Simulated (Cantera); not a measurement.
Feed: 1 mol SiH₂Cl₂, 7.6 mol N₂, held at 0.730 bar.

These are equilibrium values from Cantera (NASA tables, ideal gas, pure condensed phases), not measurements of a reactor. Candidate condensed phases: NH₄Cl, Si, Si₃N₄; 28 gas species. N₂ is the only nitrogen source here; it is nearly inert below about 1500 K, so the nitride shown seldom forms there in practice. The tables' values for SiCl₃ are old estimates; treat these amounts as uncertain. Kinetics and transport are ignored.

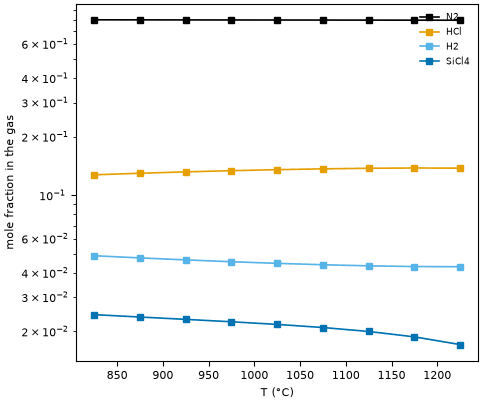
Figure. Equilibrium gas composition (values under 1e-9 drawn at 1e-9)

Question: Read off the mole fractions at 1225 °C.

Answer: N₂ about 0.79, HCl about 0.14, H₂ about 0.043, SiCl₄ about 0.017.
